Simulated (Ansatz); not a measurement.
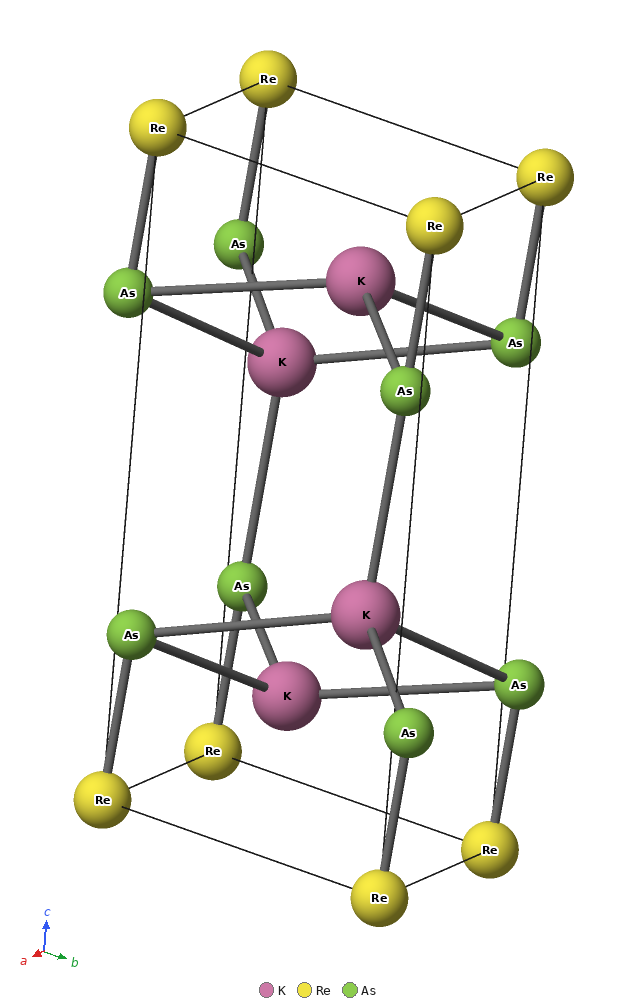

The image is a ball-and-stick drawing of a crystal, viewed slightly off an axis. Atoms at the boundary of the simulation cell (the box) are drawn once for each face, edge or corner they touch. Some atoms of the next cells are drawn as well.

```yaml
crystal:
  lattice:
    - [2.82345, 4.89037, 0.00000]
    - [-2.82345, 4.89037, 0.00000]
    - [0.00000, -3.26024, 8.95413]
  atoms:
    - { symbol: K, position: [0.38910, 0.38910, 0.16730] }
    - { symbol: K, position: [0.61090, 0.61090, 0.83270] }
    - { symbol: Re, position: [0.00000, 0.00000, 0.00000] }
    - { symbol: As, position: [0.08830, 0.08830, 0.26490] }
    - { symbol: As, position: [0.91170, 0.91170, 0.73510] }
    - { symbol: K, position: [0.20800, 0.20800, 0.62400] }
    - { symbol: K, position: [0.79200, 0.79200, 0.37600] }
```

Computed with DFT, PAW plane waves, PBE in Ansatz 0.2.0. Settings: 420 eV cutoff, a 7×7×7 k-point grid, Gaussian smearing of 0.059 eV, no spin polarisation.

What charge does Bader's analysis assign to each element?

Answer. K +0.72 e; Re -0.30 e; As -1.29 e.

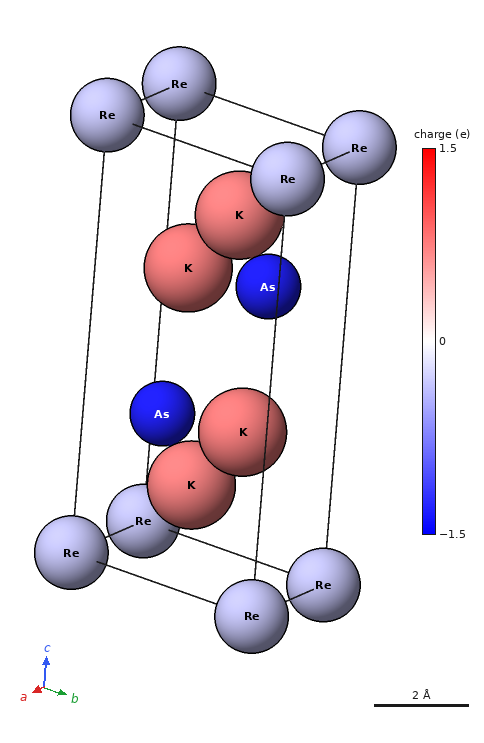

The atoms coloured by those charges.

The model is a generated cell, made by putting these elements into a known structure type (the compound may or may not exist in this form); its atoms and cell weren't optimised. It was run through Ansatz as a DFT input.
